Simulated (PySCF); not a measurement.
C3H10BN

Input

```
{"job": {"kind": "nmr", "xc": "PBE0", "basis": "pcSseg-1"}, "charge": 0, "multiplicity": 1}
B     -2.236389    -0.088468    -0.124329
N     -0.648011     0.335079    -0.093423
C      0.262461    -0.742669    -0.456281
C      1.713795    -0.370415    -0.454345
C      2.217764     0.810469    -0.146254
H     -2.828256     0.897602     0.191726
H     -2.357841    -0.973634     0.664308
H     -2.467658    -0.426676    -1.243485
H     -0.450576     0.662179     0.847427
H     -0.543879     1.114927    -0.735426
H     -0.023685    -1.102198    -1.449920
H      0.094341    -1.573274     0.236992
H      2.371362    -1.180407    -0.738858
H      1.614212     1.654479     0.146408
H      3.277947     0.990996    -0.172109
```

Launched as:

```sh
OMP_NUM_THREADS=1 python probes_run.py task.json out
```

Geometry: GFN2-xTB.

Theory: PBE0/pcSseg-1, SCF density, gas phase, non-relativistic (PySCF 2.14.0).

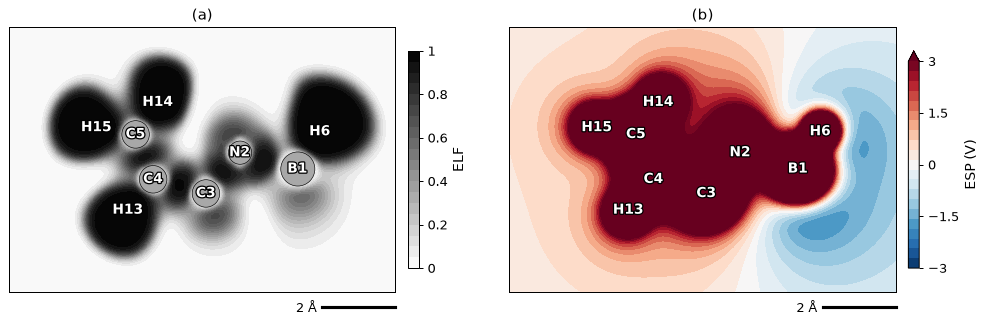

Figure 1. (a) ELF; (b) molecular electrostatic potential on the plane of atoms C5, C4 and H13. Grey discs cover the atomic cores in the ELF map.

Q: What do the fields say about this system?

A:
- The section cuts through B, N, C and H sites.
- C–C (1.32 Å): the ELF peaks at about 0.90 between the atoms: a short, multiple covalent bond.
- C–N (1.46 Å): the ELF peaks at about 0.95 between the atoms (localised, covalent bonding).
- B–N (1.64 Å): the ELF peaks at about 0.95 between the atoms: a polar covalent bond.
- C–C (1.50 Å): the ELF peaks at about 0.95 between the atoms, as expected for a covalent bond.
- C–H (1.08 Å): the ELF climbs to about 1 towards the hydrogen, as it does in any bond to H (an ordinary covalent bond to hydrogen).
- Outside the dense part of the molecule the potential is most negative (−1.8 V) near H7, which lies off the plane.

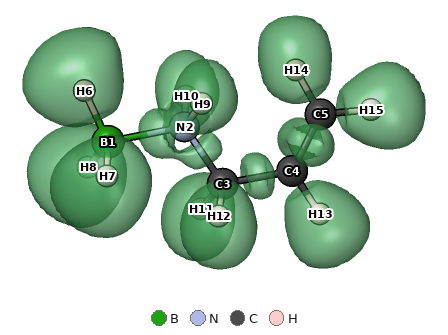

Figure 2. Isosurface of the electron localisation function at 0.75 (green), seen at a tilt. Only the valence region is drawn (cores and ρ < 0.01 e/Å³ removed).

Q: What do the ELF domains correspond to?

A: At this value the surface marks out two regions between bonded C–C atoms (shared pairs), eight regions around hydrogen nuclei and one joined region spread over several atoms (H, N), in which their bonds and any lone pairs are merged.

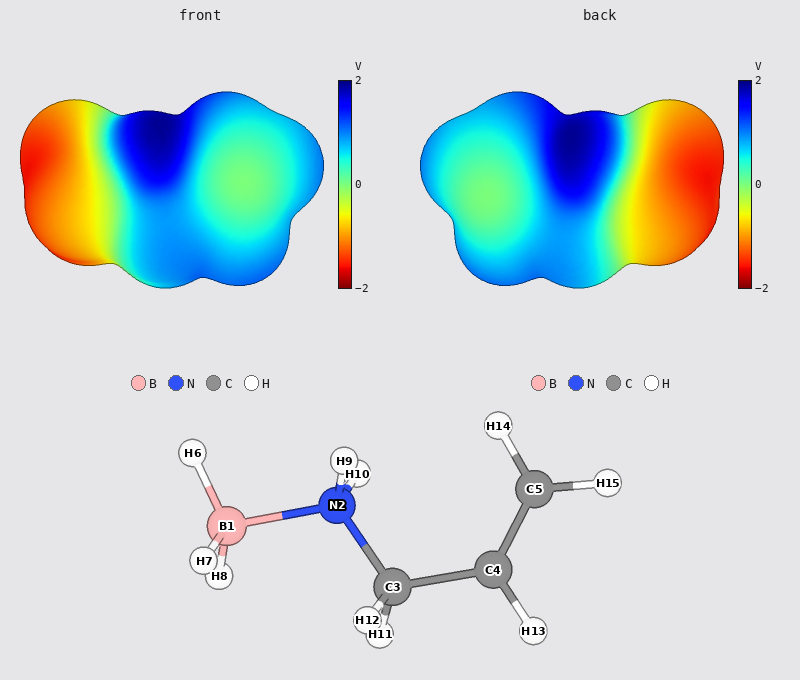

Figure 3. The molecular electrostatic potential painted on the density surface at 0.001 e/bohr³, seen from the front and from behind; red is negative and blue positive. The bare structure is drawn below in the same view.

Q: Which sites attract a positive test charge, and which a negative one?

A: A positive charge is drawn to the negative regions and a negative charge to the positive ones. The most negative region (about −1.6 V) lies over H6, the most positive (about +1.9 V) over H9 and H10.

Q: What dipole moment does the calculation give?

A: Its dipole moment is 5.45 D.
